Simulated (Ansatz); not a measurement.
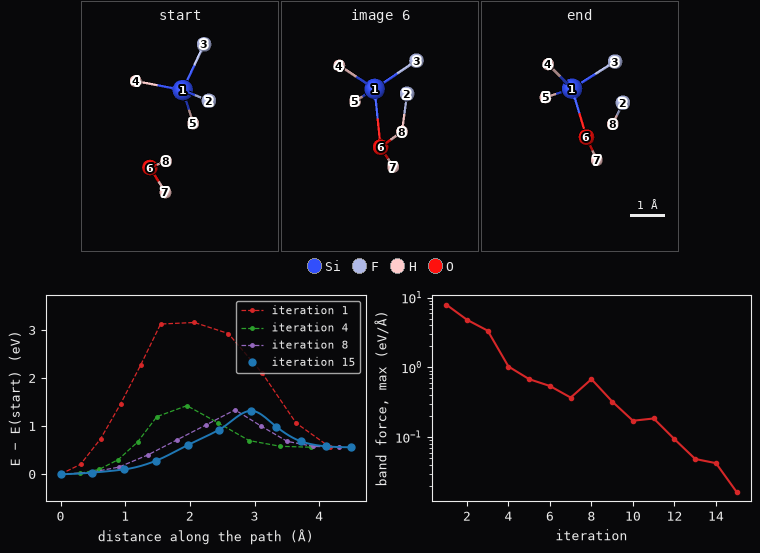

A nudged-elastic-band calculation for SiH$_{4}$OF$_{2}$, made up at the start of SiH₂F₂ and H$_{2}$O. Images are numbered from 0 (start) to 10 (end). The plot follows the band through its iterations. Style: ball-and-stick. Shown from a free direction.

These are results of Ansatz, RKS B3LYP/6-31G*, not measurements. Run with 9 movable images; climbing image; force threshold 0.03 eV/Å; iteration limit 60; starting path through a guess of the saddle point.

How did the profile develop, and is the result final?

The result is final at these settings. The band converged in 15 iterations. The largest component of the band force went from 8 to 0.016 eV/Å. The climbing image converged on the top of the path. Its vibrational analysis gives one imaginary mode (744i cm⁻¹), as a transition state must have. The first iteration put the highest image at 3.16 eV. The energy climbs by 1.32 eV to image 6 and then falls by 0.76 eV, so the end point sits at +0.56 eV.

Limits of the set-up: the start holds two separate molecules, 2.3 Å apart at their closest, whose relative position is a soft coordinate and is computed without a dispersion correction.

Cost: 5.5 min on 1 thread of Arm Neoverse V1 (shared host), peak memory 0.14 GiB.
